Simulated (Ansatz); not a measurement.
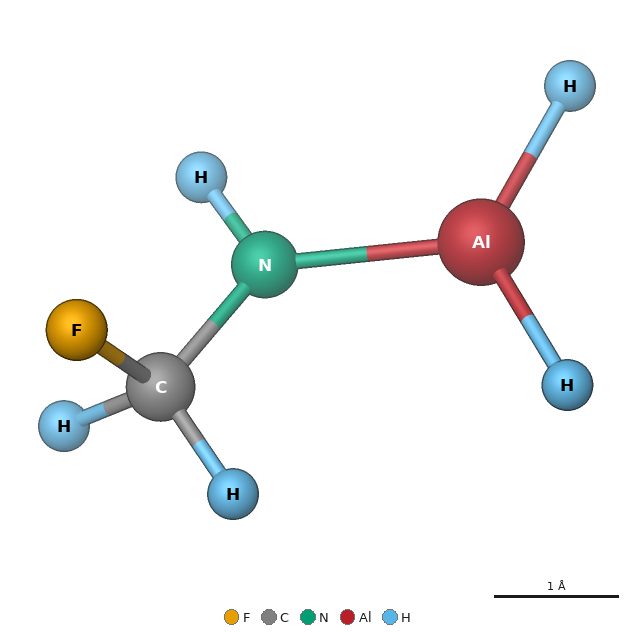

Depth is shown by fading: the farther an atom, the more it takes the colour of the background. The computed structure is the end point of a PBE0-D4/def2-TZVP optimisation. Masses are those of the most abundant isotopes; constants are for the rigid equilibrium geometry.

Q: Classify the rotor and give the rotational constants (GHz).

A: An asymmetric top (C1): A = 18.0, B = 2.73, C = 2.62 GHz. Ray's parameter κ is −0.99, close to the prolate limit.
